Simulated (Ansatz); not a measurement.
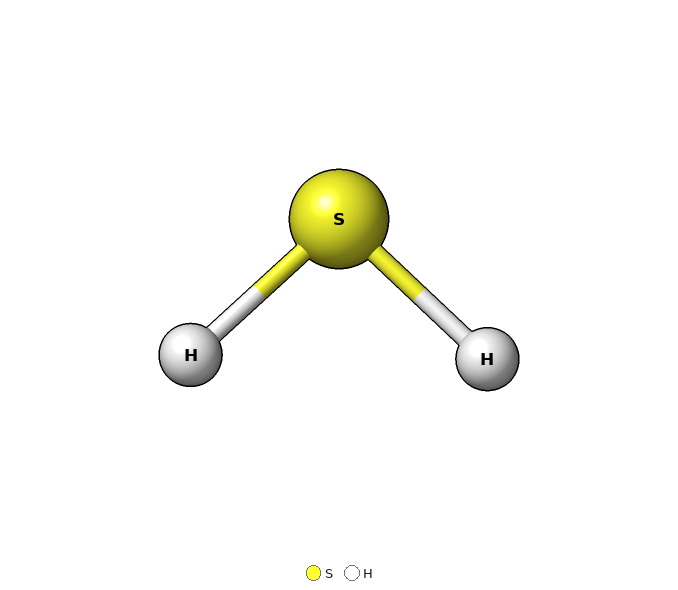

Rendered structure (ball-and-stick style).

What is the molecular formula?

Answer. H₂S, 3 atoms: 2 hydrogen and 1 sulfur.

Which point group does it belong to?

Answer. C2v.

How many bonds of each kind are drawn?

Answer. 2 S–H. Sticks follow a distance rule.

More results for the same structure follow; atom numbers are the same in all pictures, views and colours differ. Computed geometry: PBE0-D4/def2-TZVP optimisation.

### Shape

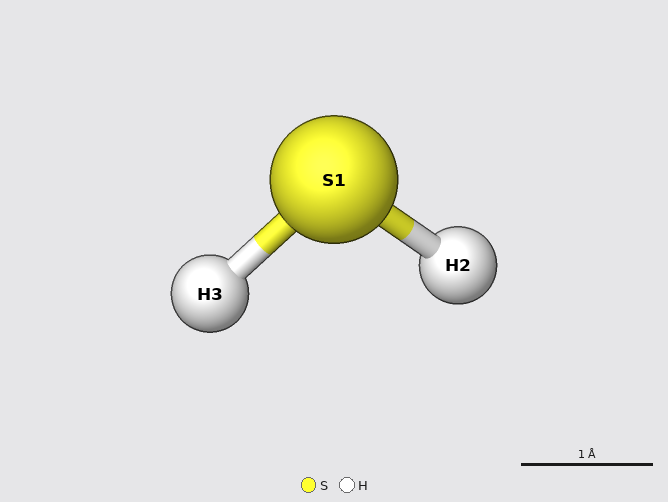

Describe the coordination of atom 1.

Answer. S1 has 2 neighbours (H2 at 1.34, H3 at 1.34 Å); the arrangement is bent.

### Electronic properties

Method: RKS PBE0-D4/def2-TZVPP (Ansatz 0.2.0).

What is the LUMO energy (Kohn–Sham orbital)?

Answer. 0.60 eV.

Give the HOMO energy (Kohn–Sham orbital) at this level.

Answer. −7.49 eV.

### Vibrations

Harmonic vibrations computed with RKS PBE0-D4/def2-TZVP (Ansatz 0.2.0) at a stationary point of the same level.

List the wavenumbers.

Answer. 3 modes: 1209, 2724, 2740 cm⁻¹.

### Dipole moment

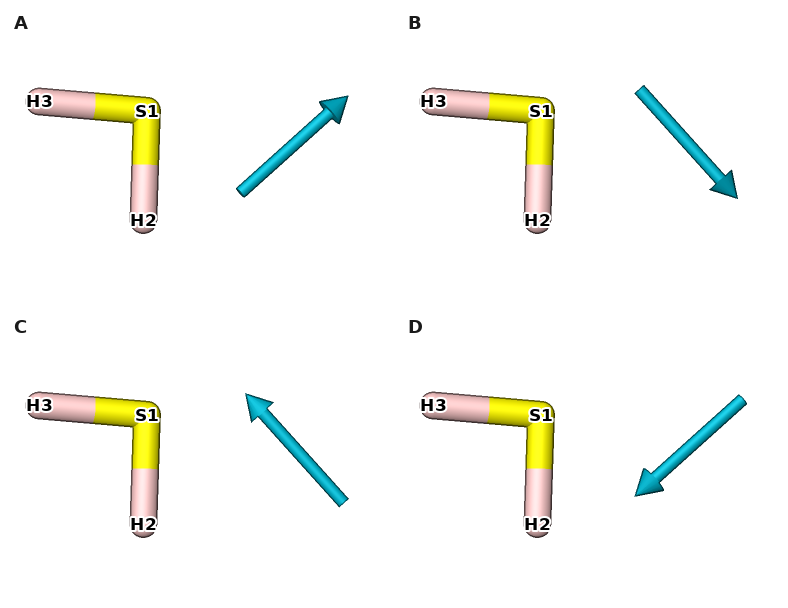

The same molecule four times, each with an arrow. Level of theory: RKS PBE0-D4/def2-TZVP (Ansatz 0.2.0).

Which arrow points along the dipole moment, from the negative to the positive end?

Answer. D. The dipole moment is 1.16 D; it points from the side of S1 to the side of H2, H3 (the outermost atoms at the two ends).
